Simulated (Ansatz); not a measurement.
A series of calculations on BSiH3F2

Part 1: Relaxation

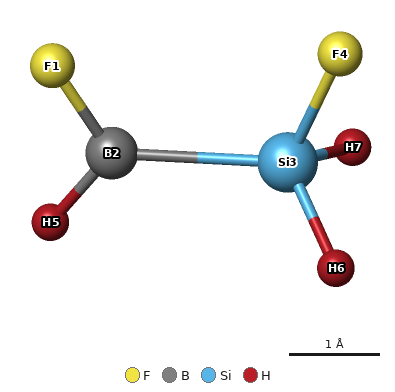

This is the input geometry for a relaxation of BSiH$_{3}$F$_{2}$. A ball-and-stick model, seen at a tilt.

The run prepares an end point of a later path (torsion) calculation, from a guessed geometry.

These are results of RKS B3LYP-D4/6-31G in Ansatz, not measurements.

The input:
```yaml
crystal:
  periodic: [false, false, false]
  atoms:
    - { symbol: F, position_ang: [-1.42059, 0.77601, -1.41443] }
    - { symbol: B, position_ang: [-0.40303, 0.95543, -0.60333] }
    - { symbol: Si, position_ang: [0.34194, -0.54228, 0.44125] }
    - { symbol: F, position_ang: [-0.43774, -1.92018, 0.1022] }
    - { symbol: H, position_ang: [-0.00498, 2.06572, -0.5729] }
    - { symbol: H, position_ang: [1.73455, -0.89043, 0.15276] }
    - { symbol: H, position_ang: [0.18986, -0.44426, 1.89444] }
basis:
  gaussian: { orbitals: "6-31G" }
hamiltonian:
  xc: b3lyp
  dispersion: d4
relax:
  f_tol: 0.015
  max_steps: 40
output:
  orbitals: {}
```

Launched with:
```bash
ansatz run input.yaml --threads 1 --pin off --max-ram 2048MiB --backend cpu --events-out ev --progress --plain --runs-dir out
```

### Where does the relaxation end?

The largest move after the best rigid fit is that of F4, 0.15 Å. Largest moves by element: F 0.15 Å, H 0.11 Å, Si 0.07 Å, B 0.01 Å. Near-neighbour distances that change, for instance: Si3–F4 1.619 → 1.710 Å, B2–Si3 1.972 → 2.027 Å, F1–B2 1.314 → 1.363 Å, Si3–H6 1.464 → 1.505 Å. Bond angles that change, for instance: B2–Si3–H6 115.8° → 110.0°, F4–Si3–H6 102.4° → 108.1°, Si3–B2–H5 125.0° → 120.9°. Over 5 accepted moves (6 points after the start) the energy falls by 33.6 kJ/mol. The largest force component goes from 2.7 to 0.0022 eV/Å. The line search rejected the trial step at point 5 of the run.

The structure at the end:

```xyz
7

F    -1.4558    0.8086   -1.4740
B    -0.4120    0.9559   -0.6102
Si    0.3298   -0.6067    0.4462
F    -0.4979   -2.0613    0.0963
H     0.0530    2.0493   -0.4967
H     1.7846   -0.8072    0.1169
H     0.1984   -0.3386    1.9215
```

The end point in the same view:

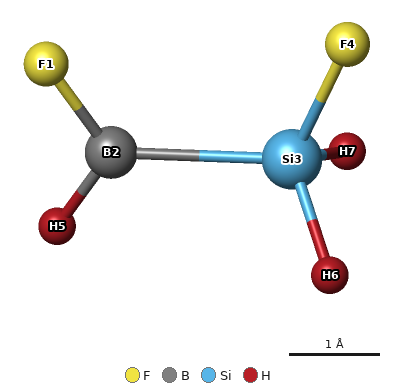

Limits of the set-up: the basis has no polarisation functions, which atoms past neon need.

Part 2: Relaxation

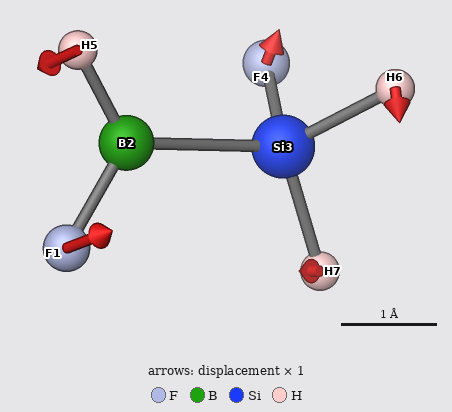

A relaxation of BSiH₃F₂. The starting structure is drawn; red arrows show the displacements, at their true length. The two geometries are superimposed by the best rigid fit.

Style: ball-and-stick. Shown at a tilt.

The run prepares an end point of a later path (torsion) calculation, from a guessed geometry.

All numbers below come from RKS B3LYP-D4/6-31G in Ansatz 0.2.0. (no spin polarisation; force threshold 0.015 eV/Å; at most 40 steps)

### What did the optimiser do to the structure, and how much energy did it gain?

The atom that moves furthest after the best rigid fit is F1 (0.83 Å). By element the largest moves are F 0.83 Å, H 0.76 Å, Si 0.06 Å, B 0.05 Å. Near-neighbour distances that change, for instance: Si3–F4 1.619 → 1.711 Å, B2–Si3 1.972 → 2.030 Å, F1–B2 1.314 → 1.369 Å, Si3–H6 1.464 → 1.504 Å. Among the angles between lasting bonds that change: F4–Si3–H6 102.4° → 107.9°, F1–B2–Si3 121.1° → 116.2°, B2–Si3–H6 115.8° → 111.1°. Groups turn about B2–Si3 by about 60°. After 13 accepted moves (15 points after the start) the energy has fallen by 9.13 kcal/mol. Largest force component: 3.3 eV/Å at the start, 0.0065 eV/Å at the end. The line search rejected the trial steps at points 7, 13 of the run. The forces were under the threshold at step 9, but the run went on from there. The run took 14 s on 1 thread of Intel(R) Xeon(R) 6975P-C (Granite Rapids), on a shared host, peak memory 0.14 GiB.

Limits of the set-up: the basis has no polarisation functions, which atoms past neon need.

Part 3: Path

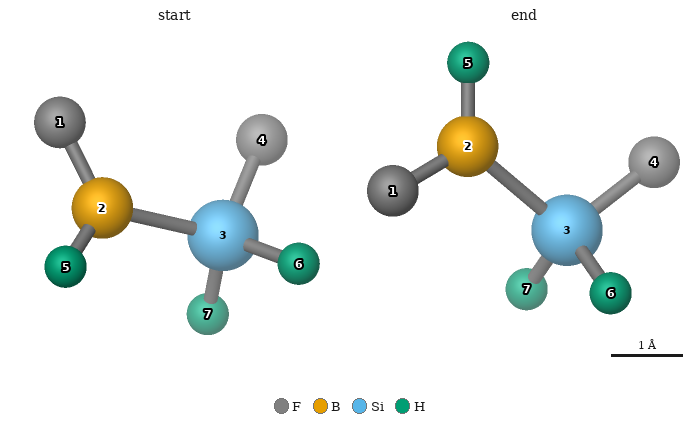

The two relaxed end points of a path for BSiH3F2. The picture is a ball-and-stick view, seen at a tilt.

Computed with RKS B3LYP-D4/6-31G (Ansatz 0.2.0).

Set-up: 7 movable images; climbing image; force threshold 0.05 eV/Å; iteration limit 60.

Start:
```xyz
7

F    -1.4557    0.8093   -1.4737
B    -0.4119    0.9561   -0.6099
Si    0.3297   -0.6069    0.4460
F    -0.4982   -2.0612    0.0957
H     0.0533    2.0494   -0.4961
H     1.7845   -0.8075    0.1167
H     0.1983   -0.3392    1.9214
```

End:
```xyz
7

F     0.0442    2.1300   -0.5034
B    -0.4947    0.8813   -0.6632
Si    0.3337   -0.6014    0.4493
F    -0.4677   -2.0753    0.1148
H    -1.3956    0.7685   -1.4336
H     1.7896   -0.7816    0.1157
H     0.1904   -0.3215    1.9205
```

Question: Predict the minimum-energy path and its barrier.

Answer: The energy climbs by 5.6 kJ/mol to image 4 and then falls by 7.3 kJ/mol, so the end point sits at −1.7 kJ/mol. The motion is a rotation about the B2–Si3 bond by about 180°. No bond forms or breaks between the ends. Among the angles between lasting bonds that change up to the highest image: Si3–B2–H5 120.9° → 124.9°, F1–B2–Si3 121.8° → 118.2°. The band converged in 12 iterations, with a climbing image at the top. At the top, the vibrational analysis gives one imaginary mode (73i cm⁻¹), as a transition state must have.

Energies of the converged images:

```json
{"image": "0", "path (Å)": "0.00", "E (kJ/mol)": "0.0"}
{"image": "1", "path (Å)": "0.47", "E (kJ/mol)": "0.9"}
{"image": "2", "path (Å)": "0.94", "E (kJ/mol)": "2.9"}
{"image": "3", "path (Å)": "1.41", "E (kJ/mol)": "4.9"}
{"image": "4", "path (Å)": "1.88", "E (kJ/mol)": "5.6"}
{"image": "5", "path (Å)": "2.44", "E (kJ/mol)": "4.2"}
{"image": "6", "path (Å)": "3.01", "E (kJ/mol)": "1.3"}
{"image": "7", "path (Å)": "3.57", "E (kJ/mol)": "-0.9"}
{"image": "8", "path (Å)": "4.14", "E (kJ/mol)": "-1.7"}
```

The geometry at the top of the path:

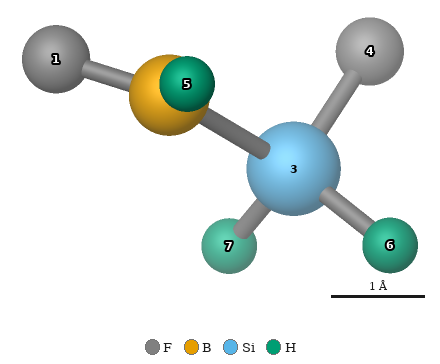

Limits of the set-up: the basis has no polarisation functions, which atoms past neon need.

Cost: 71 s on 1 thread of Intel(R) Xeon(R) 6975P-C (Granite Rapids), on a shared host, peak memory 0.12 GiB.
